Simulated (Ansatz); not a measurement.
AlH3···NH3

```xyz
8

Al   -0.0431    0.4399   -0.5641
N    -0.0352    0.1283    2.5239
H    -0.8445   -0.0595    3.1217
H     0.8077    0.1454    3.1050
H     1.3921   -0.0408   -1.0803
H    -1.3795   -0.2896   -1.0559
H    -0.1644    1.7316    0.3334
H    -0.1483    1.0678    2.0826
```

Not at a stationary point (largest force 0.9 eV/Å).

All numbers below come from RKS PBE/def2-SVPD in Ansatz.

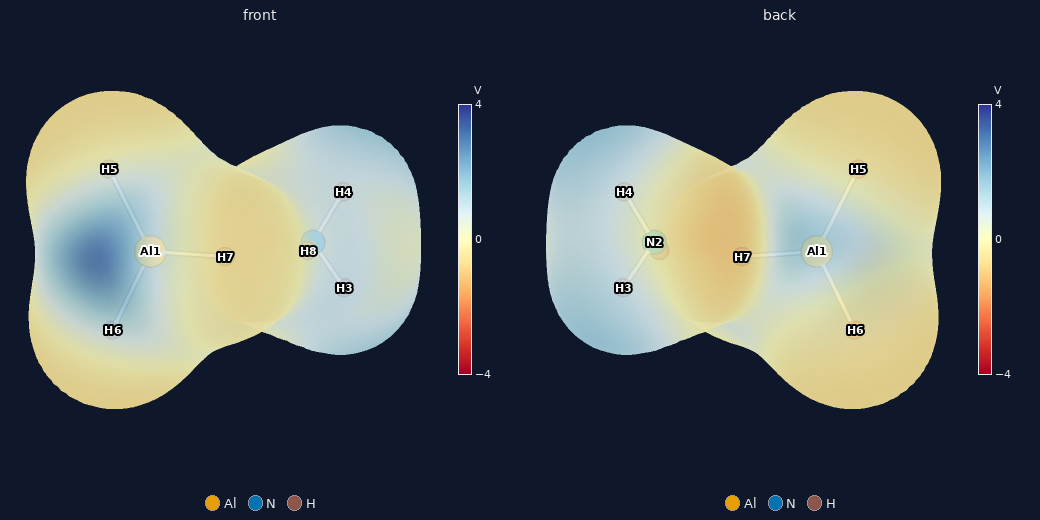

Figure 1. The molecular electrostatic potential painted on the density surface at 0.002 e/bohr³, seen from the front and from behind; the colour scale runs from red (negative) to blue (positive).

Where is the surface potential most negative and most positive?

Answer. The most negative region (about −1.0 V) lies over N2, the most positive (about +2.9 V) over Al1. N2 is the likeliest acceptor of a hydrogen bond.

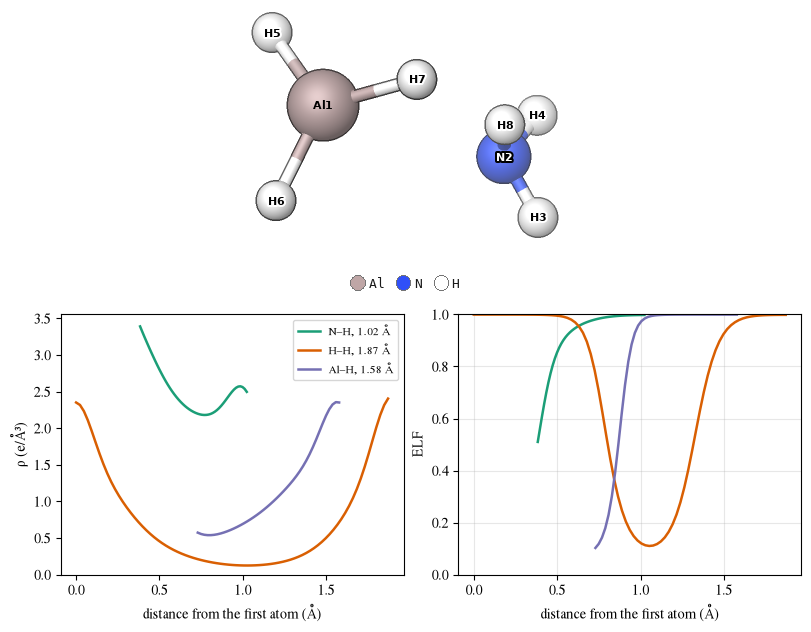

Figure 2. Total electron density and electron localisation function along straight lines between neighbouring atoms. The curves leave out the atomic cores. The structure is drawn too.

Compare the contacts.

Answer. N–H (1.02 Å): the density is about 2.7 e/Å³ at the midpoint; the ELF climbs to about 1 towards the hydrogen, as it does in any bond to H: a covalent bond by its length.
H7···H8 (1.87 Å): the density falls to about 0.12 e/Å³ on the way; the ELF dips to about 0.10 between them.
Al–H (1.58 Å): ρ at the midpoint is about 0.54 e/Å³; the ELF climbs to about 1 towards the hydrogen.

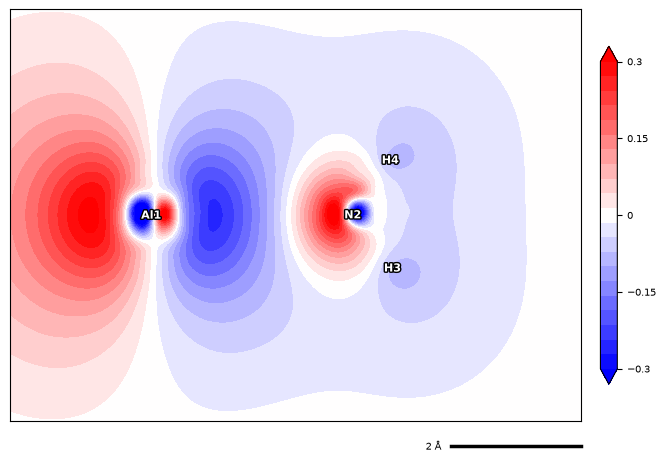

Figure 3. The LUMO on the plane of atoms H3, N2 and H4 (values in Å⁻³ᐟ²; the overall sign is arbitrary).

Where does this orbital lie, and at what energy?

Answer. By Hirshfeld shares it lies mainly on Al1 (about 75 %). Its energy is −1.92 eV.
